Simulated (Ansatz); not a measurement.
# Hf2CF2 monolayer: phonons and vibrational spectra, part 2 of 2

Aim: the phonons of Hf2CF2 monolayer at a cell relaxed beforehand at this level. After the zone centre comes a 4×4×1 q mesh on a 12×12×1 k mesh.

Ansatz 0.2.0; DFT PBE, scalar-relativistic, plane waves, PAW.

So far. Step 2 (Linear response at the zone centre): Before it was imposed, the acoustic sum rule was missed by 3.3e-5 eV/Å². Small misses are needed for a sound result but don't prove that mesh and cutoff are converged. The lowest optical mode is real, 129 cm⁻¹.

## 3. Phonons on a q mesh (continued)

Tetrahedra on a 24×24×1 mesh, mean over bins of 10 cm-1. Interpolated from a 4×4×1 q mesh. Table of phonon density of states by wavenumber; read off at these points:

```
wavenumber (cm⁻¹)  phonon density of states (1/cm⁻¹/cell)
               -5                                 0.00196
               35                                 0.00641
               75                                  0.0154
              115                                  0.0402
              135                                   0.103
              155                                  0.0775
              195                                   0.106
              205                                   0.155
              235                                       0
              275                                       0
              315                                 0.00446
              325                                  0.0866
              355                                  0.0158
              395                                       0
              435                                       0
              475                                       0
              515                                       0
              555                                       0
              585                                  0.0969
              595                                 0.00309
              635                                  0.0293
              665                                  0.0785
              675                                 0.00628
```

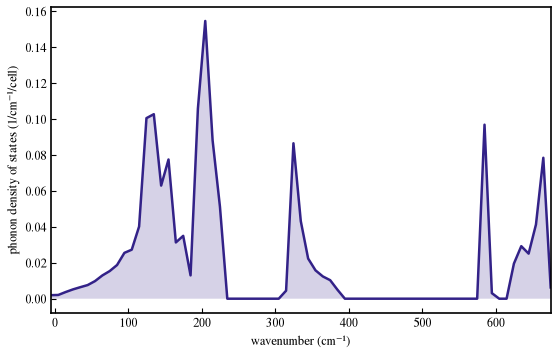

Phonon density of states against wavenumber.

The partial phonon density of states has structure finer than the step of the table below, so its rows give means over 50 cm⁻¹, whole bins alone (the curve runs from -15.4 to 700 cm⁻¹). Peaks (cm⁻¹: height): C 587.6: 0.0631, 664.1: 0.0634; F 200.6: 0.148, 326.6: 0.0678; Hf 128.6: 0.108.

Phonopy on the run's constants, 19x19x1 mesh, Gaussian sigma 5.1 cm-1. Interpolated from a 4×4×1 q mesh. Table of partial phonon density of states by wavenumber; means over each step; values in 1/cm⁻¹/cell:

```csv
wavenumber (cm⁻¹),C,F,Hf
50,2.4e-4,8.5e-4,0.00832
100,4.6e-4,0.00172,0.0315
150,5.4e-4,0.00299,0.0648
200,6.8e-5,0.0730,0.00936
250,5.8e-6,0.00403,1.2e-4
300,1.5e-5,0.00918,5.5e-4
350,4.7e-5,0.0260,0.00213
400,9.0e-6,0.00186,2.2e-4
450,0,0,0
500,0,0,0
550,9.3e-4,5.0e-6,2.3e-5
600,0.0206,8.4e-5,4.9e-4
650,0.0357,1.3e-4,6.8e-4
```

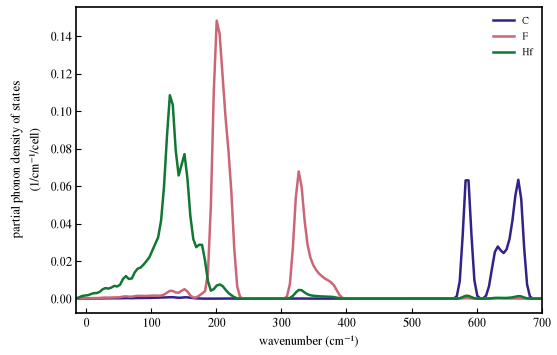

Partial phonon density of states, plotted against wavenumber.

Symmetry leaves 4 wavevectors to solve. The lowest mode among them, the acoustic zeros apart, lies at q = (0, -0.5, 0) and is real, 53.2 cm⁻¹. Between them the interpolated path dips to 5i cm⁻¹.

## 4. Another isotope, element C, natural mass 12.011 amu

An isotope changes the mass and not the force constants, so no new electronic calculation is needed; the shifts show which modes move this element.

The same force constants with the mass of C changed from 12.011 to 13.003 u (phonopy, no LO-TO term). Both lists are sorted by frequency; levels can cross, so a row need not hold one and the same mode. Modes under 3 cm⁻¹ are left out. Isotope shifts, by row, the first 40 of 57 rows:

```
       q  rank  natural mass (cm⁻¹)  changed mass (cm⁻¹)
   0 0 0     4                129.3                129.3
   0 0 0     5                129.3                129.3
   0 0 0     6                185.2                185.2
   0 0 0     7                193.9                193.9
   0 0 0     8                193.9                193.9
   0 0 0     9                207.1                207.1
   0 0 0    10                207.1                207.1
   0 0 0    11                385.7                385.6
   0 0 0    12                385.8                385.7
   0 0 0    13                592.6                570.5
   0 0 0    14                661.2                636.3
   0 0 0    15                661.2                636.3
0 0.25 0     1                65.79                65.71
0 0.25 0     2                82.97                82.89
0 0.25 0     3                122.2                122.1
0 0.25 0     4                130.3                130.3
0 0.25 0     5                150.3                150.2
0 0.25 0     6                178.7                178.7
0 0.25 0     7                201.9                201.9
0 0.25 0     8                206.6                206.5
0 0.25 0     9                207.3                207.3
0 0.25 0    10                209.1                209.1
0 0.25 0    11                347.6                347.5
0 0.25 0    12                350.6                350.6
0 0.25 0    13                  583                561.1
0 0.25 0    14                662.5                637.3
0 0.25 0    15                669.9                644.5
0 -0.5 0     1                53.21                53.21
0 -0.5 0     2                122.2                122.2
0 -0.5 0     3                132.3                132.2
0 -0.5 0     4                135.2                  135
0 -0.5 0     5                146.6                146.6
0 -0.5 0     6                161.2                161.1
0 -0.5 0     7                197.8                197.8
0 -0.5 0     8                203.2                203.2
0 -0.5 0     9                209.1                209.1
0 -0.5 0    10                222.9                222.9
0 -0.5 0    11                325.1                325.1
0 -0.5 0    12                328.4                328.4
0 -0.5 0    13                  589                566.6
```

A mode of this element alone would shift by -3.89 %. The highest zone-centre frequency without the field goes from 661.2 to 636.3 cm⁻¹ (-3.8 %). The product of the frequency ratios over all optical modes at Γ is 0.891; the product rule, (m/m′)^(3k/2) (M′/M)^(3/2) with k = 1 such atoms and M the mass of the cell, gives 0.891.

## 5. Another isotope, element Hf, natural mass 178.486 amu

The same for Hf, from 178.49 to 173.94 u.

A mode of this element alone would shift by +1.30 %. The highest zone-centre frequency without the field goes from 661.2 to 661.5 cm⁻¹ (+0.0 %). The product of the frequency ratios over all optical modes at Γ is 1.044; the product rule, (m/m′)^(3k/2) (M′/M)^(3/2) with k = 2 such atoms and M the mass of the cell, gives 1.044.

## 6. Outcome

| Item | Value |
| --- | --- |
| space group (within 0.01 Å) | P-3m1 |
| area per atom | 1.86 Å² |
| electronic character | no gap on this mesh |
| highest optical mode at the zone centre (no LO-TO term) | 661 cm⁻¹ |
| lowest optical zone-centre mode | 129 cm⁻¹ |
| lowest mode on the q mesh (acoustic modes at Γ apart) | 53.2 cm⁻¹ |
| highest frequency on the path or at a solved wavevector | 670 cm⁻¹ |
| imaginary modes on the 4×4×1 q mesh | none |

No mode is imaginary at the 4 irreducible wavevectors solved, but between them the interpolated path dips to 5.4i cm⁻¹, so stability is not settled. The optical modes at Γ span 129 to 661 cm⁻¹. The highest mode in this list at Γ, 661.2 cm⁻¹, is mostly motion of C (97 % of the kinetic energy). With no gap, or one that is small against the smearing, the frequencies hang on the k mesh and the smearing, most of all near Kohn anomalies. In a sheet or slab the interpolated bending branch near Γ is rough, since the rotational sum rule isn't imposed. Spin-orbit coupling is left out, which can matter for the heavy elements here. A phonon run warned that its eigensolver left some bands unconverged in a pass. The starting cell was built on a prototype and not taken from a measurement. These are harmonic frequencies at zero temperature: anharmonic shifts, linewidths and thermal expansion are left out.

[Logs are printed without paths, hosts, clocks, repeated set-up lines and the standing remarks that a program may print on its own settings, such as how far it seeks lower states.]

[Hosts, paths, dates, database ids (printed as entryN), source tags and the programs' standing remarks are cut or masked in the printed files.]
